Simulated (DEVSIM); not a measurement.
Device: Si p-n junction from an implanted or diffused profile, at 300 K.

| layer (left to right) | material | thickness (μm) | Nd (cm⁻³) | τn (s) | τp (s) |
|---|---|---|---|---|---|
| 1 | Si | 24.0 | 8.8e15 | 1.9e-5 | 1.9e-5 |

Added acceptor profile: 1.2e19 cm⁻³ × exp(−(x − 0.03 μm)²/(2·(0.029 μm)²)). Left contact: ohmic. Right contact: ohmic. Voltage is applied to the left contact. Recombination: SRH at mid-gap, radiative. Mobility is μmin + (μ − μmin)/(1 + (N/Nref)^α).

This is a model device: material constants are rounded textbook-type values typed into the input, and sizes, dopings and lifetimes were drawn at random. Values at 300 K.

```
parameter           Si
-------------  -------
gap (eV)         1.124
affinity (eV)     4.05
permittivity      11.7
Nc (cm⁻³)      2.86e19
Nv (cm⁻³)       3.1e19
μn (cm²/Vs)       1417
μp (cm²/Vs)        470
μn,min              52
μp,min              45
Nref,n          9.7e16
Nref,p          2.2e17
αn                0.68
αp                0.72
B (cm³/s)      4.7e-15
```

Model (solved in DEVSIM): 1D drift-diffusion, Boltzmann statistics, complete ionisation; no tunnelling, impact ionisation, image-force lowering or self-heating.

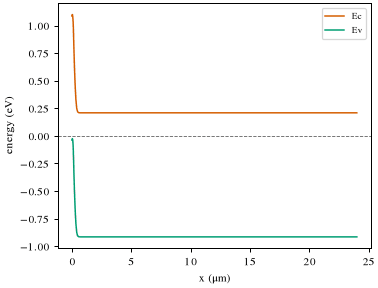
*Band edges at zero bias*

Energies count from the Fermi level of the right contact; mesh points crowd at the junctions.

| x (μm) | Ec (eV) | Ev (eV) | n (cm⁻³) | p (cm⁻³) | field (V/cm) |
|---|---|---|---|---|---|
| 0.000 | 1.086 | -0.038 | < 1e2 | 7.0e18 | 8800 |
| 0.01938 | 1.098 | -0.026 | < 1e2 | 1.1e19 | 3300 |
| 0.04068 | 1.098 | -0.026 | < 1e2 | 1.1e19 | -3300 |
| 0.06181 | 1.084 | -0.040 | < 1e2 | 6.5e18 | -9800 |
| 0.09090 | 1.042 | -0.082 | < 1e2 | 1.3e18 | -19000 |
| 0.1129 | 0.986 | -0.138 | 800 | 1.5e17 | -33000 |
| 0.1356 | 0.898 | -0.226 | 23000 | 5.0e15 | -41000 |
| 0.1641 | 0.783 | -0.341 | 2000000 | 5.9e13 | -39000 |
| 0.2041 | 0.640 | -0.484 | 5.1e8 | 2.3e11 | -33000 |
| 0.2888 | 0.407 | -0.717 | 4.1e12 | 2.8e7 | -22000 |
| 0.4745 | 0.218 | -0.906 | 6.3e15 | 19000 | -1900 |
| 1.132 | 0.209 | -0.915 | 8.8e15 | 13000 | ≈ 0 |
| 2.415 | 0.209 | -0.915 | 8.8e15 | 13000 | ≈ 0 |
| 5.133 | 0.209 | -0.915 | 8.8e15 | 13000 | ≈ 0 |
| 14.22 | 0.209 | -0.915 | 8.8e15 | 13000 | ≈ 0 |
| 19.50 | 0.209 | -0.915 | 8.8e15 | 13000 | ≈ 0 |
| 21.94 | 0.209 | -0.915 | 8.8e15 | 13000 | ≈ 0 |
| 23.10 | 0.209 | -0.915 | 8.8e15 | 13000 | ≈ 0 |
| 23.70 | 0.209 | -0.915 | 8.8e15 | 13000 | ≈ 0 |
| 23.88 | 0.209 | -0.915 | 8.8e15 | 13000 | ≈ 0 |
| 23.96 | 0.209 | -0.915 | 8.8e15 | 13000 | ≈ 0 |
| 24.00 | 0.209 | -0.915 | 8.8e15 | 13000 | ≈ 0 |
